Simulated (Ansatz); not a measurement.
Cl4MoO···H2O (charge −1, doublet)

```tsv
atom	x (Å)	y (Å)	z (Å)
Mo	-0.1265	0.0822	0.8764
O	-0.0212	-0.0921	2.5246
O	-0.0746	0.1441	-1.6297
H	-0.1755	-0.8184	-1.7231
H	0.8856	0.2892	-1.6739
Cl	2.2391	0.1685	0.3120
Cl	-2.4670	0.0457	0.5016
Cl	-0.1727	2.4371	0.6080
Cl	-0.0872	-2.2562	0.2040
```

Geometry: r2SCAN-D4/def2-SVPD; core potentials replace the inner electrons of Mo.

Level of theory: UKS PBE0-D4/def2-TZVPD (Ansatz).

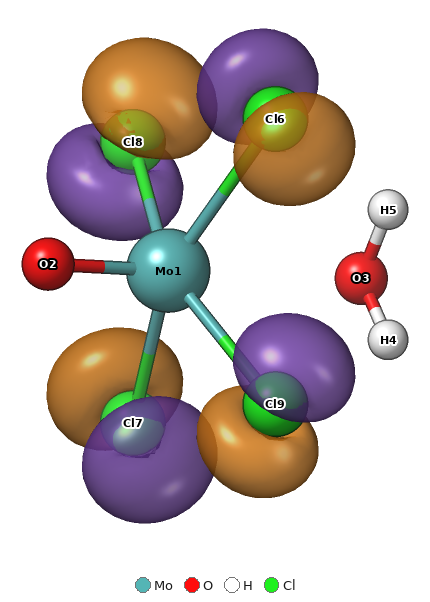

Figure 1. The HOMO (β) at ±0.15 Å⁻³ᐟ² (orange and purple are the two phases), seen at a tilt.

Q: Where does this orbital lie, and at what energy?

A: It lies mainly on Cl7 (about 30 %), Cl8 (about 30 %), Cl6 (about 20 %) and Cl9 (about 20 %); largely a combination of lone pairs on Cl7, Cl8, Cl6 and Cl9. Its energy is −3.97 eV.

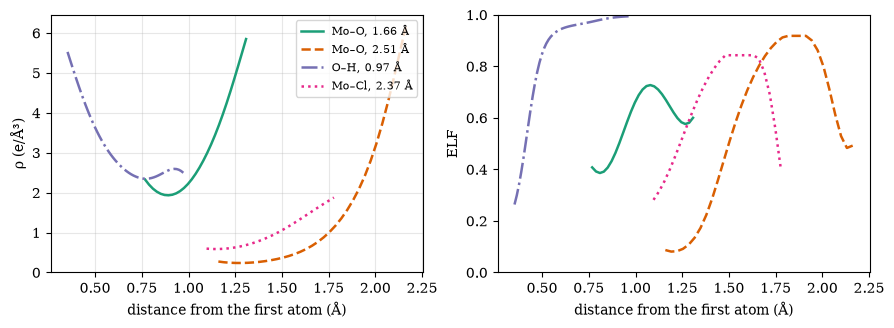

Figure 2. Electron density and electron localisation function along straight lines between neighbouring atoms. The curves leave out the atomic cores.

Q: What can be read from the curves?

A: Mo–O (1.66 Å): ρ is about 2 e/Å³ halfway; the ELF peaks at about 0.75 in the valence shell of O, 0.6 Å from its nucleus, and drops to about 0.40 between the two atoms.
Mo1···O3 (2.51 Å): the density falls to about 0.24 e/Å³ on the way; the ELF peaks at about 0.90 in the valence shell of O, 0.7 Å from its nucleus, and is about 0.10 at the midpoint.
O–H (0.97 Å): ρ is about 3.8 e/Å³ halfway; the ELF climbs to about 1 towards the hydrogen, as it does in any bond to H (a covalent bond by its length).
Mo–Cl (2.37 Å): ρ is about 0.59 e/Å³ halfway; the ELF peaks at about 0.85 in the valence shell of Cl, 0.9 Å from its nucleus, and is about 0.40 at the midpoint.

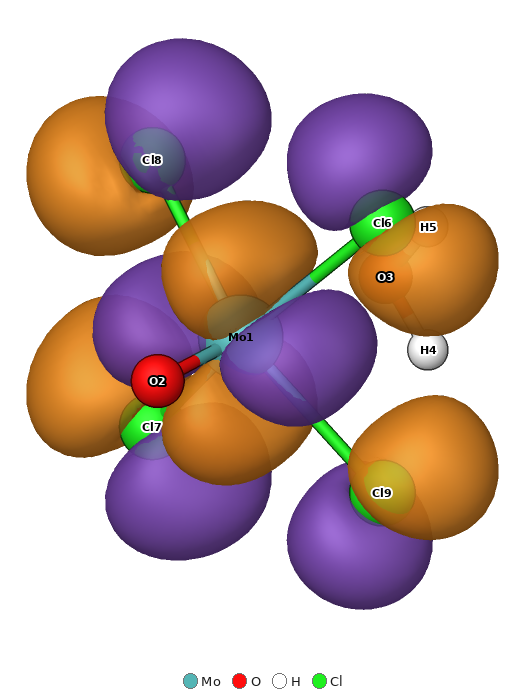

Figure 3. The HOMO (α) at ±0.06 Å⁻³ᐟ² (orange and purple are the two phases), seen at a tilt.

Q: Describe this orbital and give its energy.

A: Its weight (Hirshfeld) is mainly on Mo1 (about 55 %), Cl7 (about 15 %), Cl8 (about 15 %), Cl6 (about 10 %) and Cl9 (about 10 %). Its energy is −3.09 eV.
